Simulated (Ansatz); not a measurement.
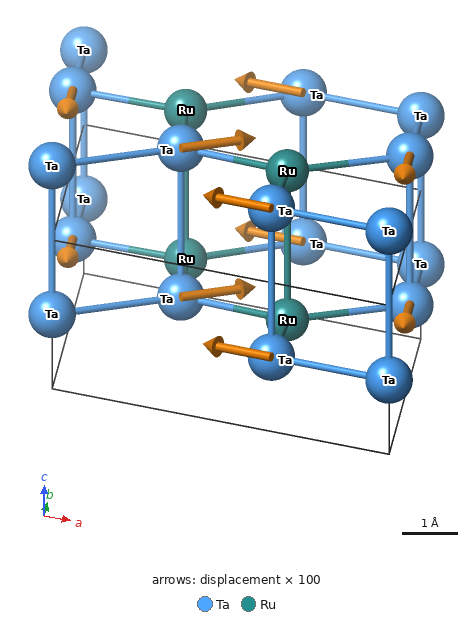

This is a relaxation of solid Ta2Ru (a generated structure, set up in P-62m). The starting structure is drawn; orange arrows show the displacements (the part carried along by the change of the cell is left out), 100 times their true length.

Style: ball-and-stick. Shown: the cell of the calculation, repeated 1 × 1 × 2 with one cell outlined, from a free direction.

All numbers below come from DFT PBE, scalar-relativistic, plane waves, PAW (Ansatz 0.2.0). Set-up: plane-wave cutoff 420 eV; k-point mesh 6 × 6 × 14; occupations gaussian; smearing width 0.1 eV; no spin polarisation; cell and atoms relaxed; force threshold 0.01 eV/Å; at most 80 steps.

Which element moves most?

Answer. Tantalum: up to 0.015 Å, against 0.000 Å for ruthenium.

Describe the change and its energy.

Answer. The largest moves relative to the cell, 0.015 Å, are those of Ta atoms. Ru stays in place. The volume changes by −0.5 %, with a = b 7.435 → 7.483 Å (+0.6 %), c 2.823 → 2.773 Å (−1.8 %). Some distances before and after: Ru–Ru 2.823 → 2.773 Å, Ta–Ta 2.823 → 2.773 Å, Ta–Ta 2.595 → 2.627 Å, Ru–Ta 2.422 → 2.431 Å. The space group stays P-62m (No. 189). The energy falls by 20.9 meV per cell of the calculation in 4 accepted moves (5 points after the start). Largest force component: 0.085 eV/Å at the start, 0.00082 eV/Å at the end. The pressure goes from −0.70 to 0.00 GPa. The SCF was repeated once at an unchanged geometry on a basis and grid sized afresh for the cell, which shifted the energy by 0.1 meV per cell of the calculation at most.
